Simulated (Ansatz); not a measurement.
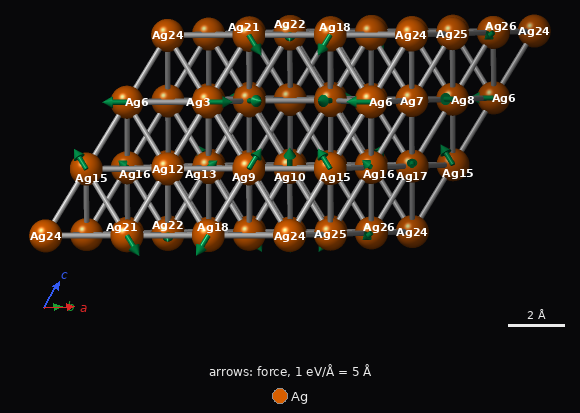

Starting geometry of a defect cell of composition Ag with the computed forces as green arrows. Style: ball-and-stick. Shown: the cell of the calculation, from a free direction.

Case: Ag vacancy (site a), charge +0, atoms relaxed at the host's cell.

Theory: Ansatz, DFT PBE, scalar-relativistic, plane waves, PAW.

Input file:
```yaml
crystal:
  lattice:
    - [0.0, 6.22124734, -6.22124734]
    - [6.22124734, 6.22124734, 0.0]
    - [6.22124734, 0.0, -6.22124734]
  atoms:
    - { symbol: Ag, position: [0.6666666667, 0.3333333333, 0.6666666667] }
    - { symbol: Ag, position: [0.6666666667, 0.6666666667, 0.6666666667] }
    - { symbol: Ag, position: [0.3333333333, 1.0, 0.6666666667] }
    - { symbol: Ag, position: [0.3333333333, 0.3333333333, 0.6666666667] }
    - { symbol: Ag, position: [0.3333333333, 0.6666666667, 0.6666666667] }
    - { symbol: Ag, position: [0.0, 0.0, 0.6666666667] }
    - { symbol: Ag, position: [0.0, 0.3333333333, 0.6666666667] }
    - { symbol: Ag, position: [0.0, 0.6666666667, 0.6666666667] }
    - { symbol: Ag, position: [0.6666666667, 1.0, 0.3333333333] }
    - { symbol: Ag, position: [0.6666666667, 0.3333333333, 0.3333333333] }
    - { symbol: Ag, position: [0.6666666667, 0.6666666667, 0.3333333333] }
    - { symbol: Ag, position: [0.3333333333, 0.0, 0.3333333333] }
    - { symbol: Ag, position: [0.3333333333, 0.3333333333, 0.3333333333] }
    - { symbol: Ag, position: [0.3333333333, 0.6666666667, 0.3333333333] }
    - { symbol: Ag, position: [0.0, 0.0, 0.3333333333] }
    - { symbol: Ag, position: [0.0, 0.3333333333, 0.3333333333] }
    - { symbol: Ag, position: [0.0, 0.6666666667, 0.3333333333] }
    - { symbol: Ag, position: [0.6666666667, 0.0, 0.0] }
    - { symbol: Ag, position: [0.6666666667, 0.3333333333, 0.0] }
    - { symbol: Ag, position: [0.6666666667, 0.6666666667, 0.0] }
    - { symbol: Ag, position: [0.3333333333, 0.0, 0.0] }
    - { symbol: Ag, position: [0.3333333333, 0.3333333333, 0.0] }
    - { symbol: Ag, position: [0.3333333333, 0.6666666667, 0.0] }
    - { symbol: Ag, position: [0.0, 0.0, 0.0] }
    - { symbol: Ag, position: [0.0, 0.3333333333, 0.0] }
    - { symbol: Ag, position: [0.0, 0.6666666667, 0.0] }
basis:
  ecutwfc: 420
  xc_grid: 2
kpoints:
  mp_grid: { grid: [4, 4, 4], shift: [0.0, 0.0, 0.0] }
hamiltonian:
  xc: pbe
scf:
  occupations: { method: gaussian, width: 0.1 }
output:
  forces: true
  stress: false
  eigenvalues: true
relax:
  adjacent_minimum: "off"
  f_tol: 0.025
  max_steps: 45
```

Launched with:
```bash
ansatz run input.yaml --threads 4 --pin off --max-ram 8192MiB --backend cpu --events-out ev --progress --plain --runs-dir out
```

Is this structure relaxed? If not, where do the atoms go?

It isn't relaxed: the largest force vector, on Ag atoms, is 0.18 eV/Å. The atoms end up moving mostly along the starting forces (cosine between the two patterns 0.99). The largest moves, 0.032 Å, are those of 12 atoms (Ag1, Ag2, Ag3, Ag4 and others). Ag21 goes along [1 0 −1]. The cell doesn't change. Near-neighbour distances that change, for instance: Ag10–Ag20 2.933 → 2.997 Å, Ag10–Ag15 2.933 → 2.901 Å, Ag10–Ag11 2.933 → 2.949 Å, Ag10–Ag13 2.933 → 2.925 Å. The energy falls by 37.7 meV per cell of the calculation in 2 geometry steps. Largest force component: 0.13 eV/Å at the start, 0.0021 eV/Å at the end. The run took 95 s on 4 threads of Intel(R) Xeon(R) Processor @ 2.70GHz, on a shared host, peak memory 2.8 GiB.
